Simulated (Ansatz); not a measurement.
System: a (100) slab cut from Al (Fm-3m), 16 atoms in the cell. Starting structure of the relaxation:

```cif
data_structure
_symmetry_space_group_name_H-M 'P 1'
_symmetry_Int_Tables_number 1
_cell_length_a 5.6324
_cell_length_b 5.6324
_cell_length_c 22.9741
_cell_angle_alpha 90.000
_cell_angle_beta 90.000
_cell_angle_gamma 90.000
_cell_volume 728.83
loop_
_atom_site_label
_atom_site_type_symbol
_atom_site_fract_x
_atom_site_fract_y
_atom_site_fract_z
_atom_site_occupancy
Al1 Al 0.25000 0.25000 0.36998 1
Al2 Al 0.25000 0.75000 0.36998 1
Al3 Al 0.75000 0.25000 0.36998 1
Al4 Al 0.75000 0.75000 0.36998 1
Al5 Al 0.50000 0.50000 0.45666 1
Al6 Al 0.50000 0.00000 0.45666 1
Al7 Al 0.00000 0.50000 0.45666 1
Al8 Al 0.00000 0.00000 0.45666 1
Al9 Al 0.75000 0.75000 0.54334 1
Al10 Al 0.75000 0.25000 0.54334 1
Al11 Al 0.25000 0.75000 0.54334 1
Al12 Al 0.25000 0.25000 0.54334 1
Al13 Al 0.00000 0.00000 0.63002 1
Al14 Al 0.00000 0.50000 0.63002 1
Al15 Al 0.50000 0.00000 0.63002 1
Al16 Al 0.50000 0.50000 0.63002 1
```

Ansatz 0.2.0; DFT PBE+D3(BJ), scalar-relativistic, plane waves, PAW, no spin polarisation, 5×5×1 k mesh, 420 eV cutoff, Gaussian smearing of 0.1 eV.

What does the potential across the slab give for the work function?

The work function is 4.29 eV, the same on both faces. The two vacuum levels agree, so the slab has no net dipole along its normal. The outermost atoms are 6.1 Å apart, which leaves 16.8 Å of vacuum in a cell 23.0 Å high.

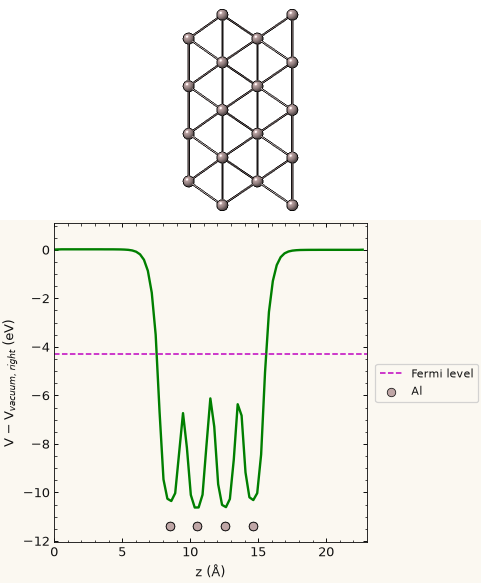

Plane-averaged electrostatic potential energy of an electron across the slab; circles at the bottom mark the heights of the atoms (positions after relaxation). The structure is drawn too.
